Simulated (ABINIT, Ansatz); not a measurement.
# Lattice dynamics of Zr (Zirconium) in two programs

How does Zr (Zirconium) vibrate, and is this structure a minimum?

Main program and level: ABINIT 10.8.3; DFT PBEsol, scalar-relativistic, plane waves, PseudoDojo norm-conserving pseudopotentials.

### Step 1. The structure

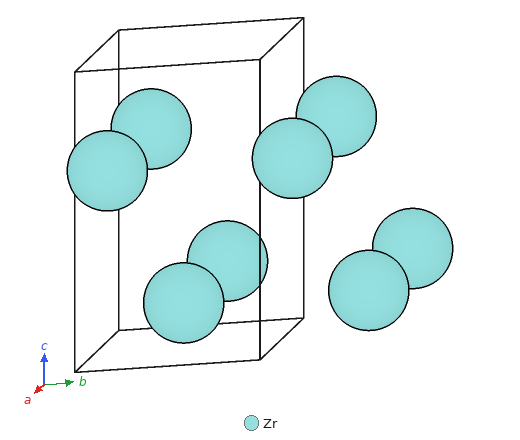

The cell as given, slightly off an axis (zirconium light teal). 2×2×1 cells are drawn.

### Step 2. A first look

A first run with smearing and empty bands tells whether the crystal has a gap, which decides between fixed occupations and smearing later on.

File probe.abi:

```
# ground state
tolvrs 1.0d-08
prtden 1
prtwf 1

# basis, mesh and filling
ecut 29.0
ngkpt 6 6 4
nshiftk 1
shiftk 0.0 0.0 0.0
istwfk *1
occopt 7
tsmear 0.005
nband 19
nstep 100
diemac 9.0
prtebands 0
prtgsr 0

# cell and atoms
acell 6.107594835 6.107594835 9.726420363
rprim 
    1.0 0.0 0.0
    -0.5 0.8660254038 0.0
    0.0 0.0 1.0
ntypat 1
znucl 40
natom 2
typat 1 1
xred 
    1/3 2/3 0.25
    2/3 1/3 0.75
pp_dirpath "./pseudo"
pseudos "Zr.upf"
```

Launch:

```sh
$ OMP_NUM_THREADS=1 mpirun -n 16 abinit probe.abi > probe.log
```

Numbers of over 12 decimals in the logs are rounded to 6 here.

probe.abo, the main output file:

```text
[banners, grids, parts of the stress and lines that vanish by symmetry left out]
- input  file    -> probe.abi
- output file    -> probe.abo
- root for input  files -> probei
[...]
Symmetries : space group P6_3/m m c (#194); Bravais hP (primitive hexag.)
[...]
mpw =        2388          nfft =       43200          nkpt =          21
[...]
== DATASET  1 ==================================================================
[...]
-    --> not optimal distribution: autoparal keyword recommended in input file <--
[...]
cutoff_energies: {ecut:  29.0, pawecutdg:  -1.0, }
[...]
ETOT  1  -101.14494287308    -1.011E+02 1.009E-01 1.895E+01
 ETOT  2  -101.19240380850    -4.746E-02 1.699E-02 1.657E+00
 ETOT  3  -101.19291539104    -5.116E-04 2.334E-03 1.367E-03
 ETOT  4  -101.19291606389    -6.728E-07 1.413E-03 2.150E-05
 ETOT  5  -101.19291607144    -7.552E-09 5.437E-04 4.627E-07
 ETOT  6  -101.19291607166    -2.237E-10 7.918E-04 1.134E-08
 ETOT  7  -101.19291607167    -9.067E-12 2.236E-04 2.861E-10
 At SCF step    7       vres2   =  2.86E-10 < tolvrs=  1.00E-08 =>converged.
[...]
sigma(1 1)=  1.41508984E-04  sigma(3 2)=  0.00000000E+00
  sigma(2 2)=  1.41508984E-04  sigma(3 1)=  0.00000000E+00
  sigma(3 3)=  1.13833782E-04  sigma(2 1)=  0.00000000E+00
[...]
convergence: {deltae: -9.067E-12, res2:  2.861E-10, residm:  2.236E-04, diffor: null, }
etotal    :  -1.01192916E+02
[...]
sigma(1 1)=  1.41508984E-04  sigma(3 2)=  0.00000000E+00
  sigma(2 2)=  1.41508984E-04  sigma(3 1)=  0.00000000E+00
  sigma(3 3)=  1.13833782E-04  sigma(2 1)=  0.00000000E+00
[...]
- sigma(1 1)=  4.16333806E+00  sigma(3 2)=  0.00000000E+00
- sigma(2 2)=  4.16333805E+00  sigma(3 1)=  0.00000000E+00
- sigma(3 3)=  3.34910550E+00  sigma(2 1)=  0.00000000E+00
[...]
fcart     -4.4086834440E-29  2.5453545731E-29 -0.0000000000E+00
           strten      1.4150898439E-04  1.4150898406E-04  1.1383378227E-04
================================================================================

[key lines of the parts left out:]
pressure_GPa:  -3.8919E+00
```

Run time: 3.4 s. Hardware: 16 MPI ranks of Arm Neoverse V2, shared host; 52 s of CPU time.

This step gave:

- volume per atom: 23.28 Å³
- pressure: -3.892 GPa
- gap on the k-mesh: 0 eV

No gap opens on this mesh, so smearing is kept; the printed pressure holds the stress of the finite basis too.

### Step 3. Relaxation

The harmonic expansion needs vanishing forces, and a free crystal bears no stress, so cell and atoms are brought to rest. Stress is more sensitive to the basis than forces are: the last 3 Ha under the cutoff are smoothed with ecutsm, and the cutoff is raised above that of the later runs.

File relax.abi:

```
# relaxation
ionmov 2
optcell 2
dilatmx 1.08
ntime 40
tolmxf 1.0d-05
tolvrs 1.0d-14
prtwf 0
prtden 0
chksymtnons 0

# basis, mesh and filling
ecut 36.0
ecutsm 3.0
ngkpt 12 12 6
nshiftk 1
shiftk 0.0 0.0 0.0
istwfk *1
occopt 7
tsmear 0.01
nband 19
nstep 100
diemac 1000000.0
prtebands 0
prtgsr 0

# cell and atoms
acell 6.107594835 6.107594835 9.726420363
rprim 
    1.0 0.0 0.0
    -0.5 0.8660254038 0.0
    0.0 0.0 1.0
ntypat 1
znucl 40
natom 2
typat 1 1
xred 
    1/3 2/3 0.25
    2/3 1/3 0.75
pp_dirpath "./pseudo"
pseudos "Zr.upf"
```

Launch:

```sh
$ OMP_NUM_THREADS=1 mpirun -n 16 abinit relax.abi > relax.log
```

relax.abo, the main output file:

```text
[banners, grids, parts of the stress and lines that vanish by symmetry left out]
- input  file    -> relax.abi
- output file    -> relax.abo
- root for input  files -> relaxi
[...]
Symmetries : space group P6_3/m m c (#194); Bravais hP (primitive hexag.)
[...]
mpw =        4128          nfft =       77760          nkpt =          76
[...]
== DATASET  1 ==================================================================
[...]
cutoff_energies: {ecut:  36.0, pawecutdg:  -1.0, }
[...]
ETOT  1  -101.13800013540    -1.011E+02 1.513E-01 3.184E+01
 ETOT  2  -101.19432164307    -5.632E-02 4.978E-02 1.202E+00
 ETOT  3  -101.19454019342    -2.186E-04 3.085E-03 7.199E-03
 ETOT  4  -101.19454124424    -1.051E-06 2.671E-03 3.975E-05
 ETOT  5  -101.19454125170    -7.460E-09 7.802E-04 5.635E-07
[...]
At SCF step   10       vres2   =  2.47E-15 < tolvrs=  1.00E-14 =>converged.
[...]
sigma(1 1)=  1.12569436E-04  sigma(3 2)=  0.00000000E+00
  sigma(2 2)=  1.12569436E-04  sigma(3 1)=  0.00000000E+00
  sigma(3 3)=  9.31802734E-05  sigma(2 1)=  0.00000000E+00
[...]
convergence: {deltae:  1.037E-12, res2:  2.468E-15, residm:  1.019E-03, diffor: null, }
etotal    :  -1.01194541E+02
[...]
ETOT  1  -101.19437738620    -1.012E+02 5.763E-01 3.046E+00
[...]
At SCF step    9       vres2   =  1.99E-16 < tolvrs=  1.00E-14 =>converged.
[...]
sigma(1 1)=  8.37387655E-05  sigma(3 2)=  0.00000000E+00
  sigma(2 2)=  8.37387652E-05  sigma(3 1)=  0.00000000E+00
  sigma(3 3)=  6.33319547E-05  sigma(2 1)=  0.00000000E+00
[...]
convergence: {deltae: -7.105E-14, res2:  1.991E-16, residm:  1.040E-03, diffor: null, }
etotal    :  -1.01194818E+02
[...]
ETOT  1  -101.19228029204    -1.012E+02 2.144E+03 1.978E+01
[...]
At SCF step    9       vres2   =  9.60E-16 < tolvrs=  1.00E-14 =>converged.
[...]
sigma(1 1)=  4.21260569E-06  sigma(3 2)=  0.00000000E+00
  sigma(2 2)=  4.21260534E-06  sigma(3 1)=  0.00000000E+00
  sigma(3 3)= -1.74980933E-05  sigma(2 1)=  0.00000000E+00
[...]
convergence: {deltae: -8.811E-13, res2:  9.600E-16, residm:  3.829E-02, diffor: null, }
etotal    :  -1.01195114E+02
[...]
ETOT  1  -101.19511478454    -1.012E+02 1.741E-04 1.575E-02
[...]
At SCF step    7       vres2   =  9.66E-15 < tolvrs=  1.00E-14 =>converged.
[...]
sigma(1 1)=  5.43388490E-06  sigma(3 2)=  0.00000000E+00
  sigma(2 2)=  5.43388455E-06  sigma(3 1)=  0.00000000E+00
  sigma(3 3)= -1.42280853E-05  sigma(2 1)=  0.00000000E+00
[...]
convergence: {deltae: -6.395E-13, res2:  9.663E-15, residm:  1.239E-04, diffor: null, }
etotal    :  -1.01195117E+02
[...]
ETOT  1  -101.19505082633    -1.012E+02 1.668E-01 4.169E-01
[...]
At SCF step    9       vres2   =  1.18E-16 < tolvrs=  1.00E-14 =>converged.
[...]
sigma(1 1)=  5.19393865E-06  sigma(3 2)=  0.00000000E+00
  sigma(2 2)=  5.19393830E-06  sigma(3 1)=  0.00000000E+00
[...]
convergence: {deltae: -2.984E-13, res2:  1.183E-16, residm:  3.242E-02, diffor: null, }
etotal    :  -1.01195128E+02
[...]
ETOT  1  -101.19512094129    -1.012E+02 2.199E-04 4.965E-02
[...]
At SCF step    8       vres2   =  1.35E-16 < tolvrs=  1.00E-14 =>converged.
[...]
convergence: {deltae:  7.532E-13, res2:  1.353E-16, residm:  3.075E-07, diffor: null, }
etotal    :  -1.01195130E+02
[...]
ETOT  1  -101.19512877798    -1.012E+02 2.507E-07 7.798E-03
[...]
At SCF step    8       vres2   =  3.39E-17 < tolvrs=  1.00E-14 =>converged.
[...]
sigma(2 2)=  1.38764937E-07  sigma(3 1)=  0.00000000E+00
  sigma(3 3)=  2.46295823E-07  sigma(2 1)=  0.00000000E+00
[...]
convergence: {deltae:  1.791E-12, res2:  3.393E-17, residm:  1.844E-07, diffor: null, }
etotal    :  -1.01195130E+02
[...]
ETOT  1  -101.19512994116    -1.012E+02 1.780E-07 8.605E-05
[...]
ETOT  6  -101.19512995389     1.705E-13 1.423E-07 1.941E-14
 ETOT  7  -101.19512995389    -2.132E-13 1.331E-07 1.164E-16
 At SCF step    7       vres2   =  1.16E-16 < tolvrs=  1.00E-14 =>converged.
[...]
sigma(1 1)=  2.72423331E-09  sigma(3 2)=  0.00000000E+00
  sigma(2 2)=  2.72388013E-09  sigma(3 1)=  0.00000000E+00
  sigma(3 3)=  2.05260001E-08  sigma(2 1)=  0.00000000E+00
[...]
convergence: {deltae: -2.132E-13, res2:  1.164E-16, residm:  1.331E-07, diffor: null, }
etotal    :  -1.01195130E+02
[...]
At Broyd/MD step   8, gradients are converged :
[...]
sigma(1 1)=  2.72423331E-09  sigma(3 2)=  0.00000000E+00
  sigma(2 2)=  2.72388013E-09  sigma(3 1)=  0.00000000E+00
  sigma(3 3)=  2.05260001E-08  sigma(2 1)=  0.00000000E+00
[...]
- sigma(1 1)=  8.01497110E-05  sigma(3 2)=  0.00000000E+00
- sigma(2 2)=  8.01393202E-05  sigma(3 1)=  0.00000000E+00
- sigma(3 3)=  6.03895772E-04  sigma(2 1)=  0.00000000E+00
[...]
fcart     -6.7100823559E-29  6.4567797574E-29 -0.0000000000E+00
           strten      2.7242333060E-09  2.7238801284E-09  2.0526000075E-08
================================================================================

[key lines of the parts left out:]
pressure_GPa:  -2.5473E-04
Total energy (etotal) [Ha]= -1.01195129953886E+02
```

Run time: 71 s. Hardware: 16 MPI ranks; 19 min of CPU time.

Relaxation path:

| step | energy less that of the first step (eV) | largest force (eV/Å) | volume (Å³) |
| --- | --- | --- | --- |
| 1 | 0.0000 | 0.0000 | 46.56 |
| 2 | -0.0075 | 0.0000 | 46.12 |
| 3 | -0.0156 | 0.0000 | 44.99 |
| 4 | -0.0157 | 0.0000 | 45.01 |
| 5 | -0.0160 | 0.0000 | 45.06 |
| 6 | -0.0160 | 0.0000 | 45.03 |
| 7 | -0.0160 | 0.0000 | 45.01 |
| 8 | -0.0160 | 0.0000 | 45.01 |

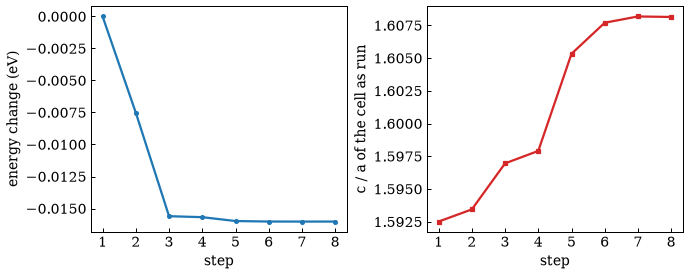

Energy and cell shape along the relaxation.

| conventional cell, symmetrised | before | after | change |
| --- | --- | --- | --- |
| a (Å) | 3.232 | 3.185 | -1.4 % |
| b (Å) | 3.232 | 3.185 | -1.4 % |
| c (Å) | 5.147 | 5.122 | -0.5 % |
| volume (Å³/atom) | 23.28 | 22.50 | -3.3 % |

Final coordinates:

```cif
data_structure
_symmetry_space_group_name_H-M 'P 1'
_symmetry_Int_Tables_number 1
_cell_length_a 3.1853
_cell_length_b 3.1853
_cell_length_c 5.1223
_cell_angle_alpha 90.000
_cell_angle_beta 90.000
_cell_angle_gamma 120.000
_cell_volume 45.01
loop_
_atom_site_label
_atom_site_type_symbol
_atom_site_fract_x
_atom_site_fract_y
_atom_site_fract_z
_atom_site_occupancy
Zr1 Zr 0.33333 0.66667 0.25000 1
Zr2 Zr 0.66667 0.33333 0.75000 1
```

Numbers from this step:

* volume per atom: 22.50 Å³
* pressure: -2.55e-4 GPa

The volume changes by -3.3 % in this run and stands -3.3 % from the first cell.

### Step 4. Self-consistent run for the response

First-order wavefunctions inherit every error of the ground state, hence the very tight tolvrs. Smearing stays on, as the first look found no gap above 0.3 eV.

File gs.abi:

```
# ground state
tolvrs 1.0d-16
prtden 1
prtwf 1

# basis, mesh and filling
ecut 29.0
ngkpt 12 12 6
nshiftk 1
shiftk 0.0 0.0 0.0
istwfk *1
occopt 7
tsmear 0.01
nband 19
nstep 100
diemac 1000000.0
prtebands 0
prtgsr 0

# cell and atoms
acell 6.019252254 6.019252254 9.679831407
rprim 
    1.0 0.0 0.0
    -0.5 0.8660254038 0.0
    0.0 0.0 1.0
ntypat 1
znucl 40
natom 2
typat 1 1
xred 
    1/3 2/3 0.25
    2/3 1/3 0.75
pp_dirpath "./pseudo"
pseudos "Zr.upf"
```

Launch:

```sh
$ OMP_NUM_THREADS=1 mpirun -n 16 abinit gs.abi > gs.log
```

gs.abo, the main output file:

```text
[banners, grids, parts of the stress and lines that vanish by symmetry left out]
- input  file    -> gs.abi
- output file    -> gs.abo
- root for input  files -> gsi
[...]
Symmetries : space group P6_3/m m c (#194); Bravais hP (primitive hexag.)
[...]
mpw =        2297          nfft =       43200          nkpt =          76
[...]
== DATASET  1 ==================================================================
[...]
cutoff_energies: {ecut:  29.0, pawecutdg:  -1.0, }
[...]
ETOT  1  -101.14652973830    -1.011E+02 1.430E-01 1.862E+01
 ETOT  2  -101.19443985714    -4.791E-02 1.883E-02 1.060E+00
 ETOT  3  -101.19476679295    -3.269E-04 2.253E-03 8.800E-04
 ETOT  4  -101.19476717101    -3.781E-07 2.100E-03 2.111E-05
 ETOT  5  -101.19476717685    -5.836E-09 7.087E-04 3.178E-07
[...]
ETOT 10  -101.19476717697     1.180E-12 6.524E-04 2.574E-16
 ETOT 11  -101.19476717697    -1.421E-12 3.271E-04 5.408E-18
 At SCF step   11       vres2   =  5.41E-18 < tolvrs=  1.00E-16 =>converged.
[...]
sigma(1 1)=  1.61181681E-05  sigma(3 2)=  0.00000000E+00
  sigma(2 2)=  1.61181677E-05  sigma(3 1)=  0.00000000E+00
  sigma(3 3)=  1.60870315E-05  sigma(2 1)=  0.00000000E+00
[...]
convergence: {deltae: -1.421E-12, res2:  5.408E-18, residm:  3.271E-04, diffor: null, }
etotal    :  -1.01194767E+02
[...]
sigma(1 1)=  1.61181681E-05  sigma(3 2)=  0.00000000E+00
  sigma(2 2)=  1.61181677E-05  sigma(3 1)=  0.00000000E+00
  sigma(3 3)=  1.60870315E-05  sigma(2 1)=  0.00000000E+00
[...]
- sigma(1 1)=  4.74212877E-01  sigma(3 2)=  0.00000000E+00
- sigma(2 2)=  4.74212867E-01  sigma(3 1)=  0.00000000E+00
- sigma(3 3)=  4.73296808E-01  sigma(2 1)=  0.00000000E+00
[...]
fcart     -8.9467764750E-29 -1.0330847612E-28 -0.0000000000E+00
           strten      1.6118168085E-05  1.6118167732E-05  1.6087031512E-05
================================================================================

[key lines of the parts left out:]
pressure_GPa:  -4.7391E-01
```

Run time: 7.7 s. Hardware: 16 MPI ranks.

This step gave:

```yaml
pressure: -0.4739 GPa
```

The cell stands at -0.47 GPa: the relaxation ran with a smoothed and higher cutoff, and the difference is a stress of the finite basis.

(Part 1 of 4 ends here.)

[Host names and launcher messages were left out of these logs when they were recorded.]

[Logs are printed without paths, hosts, clocks, repeated set-up lines and the standing remarks that a program may print on its own settings, such as how far it seeks lower states.]

[Hosts, paths, dates, database ids (printed as entryN), source tags and the programs' standing remarks are cut or masked in the printed files.]
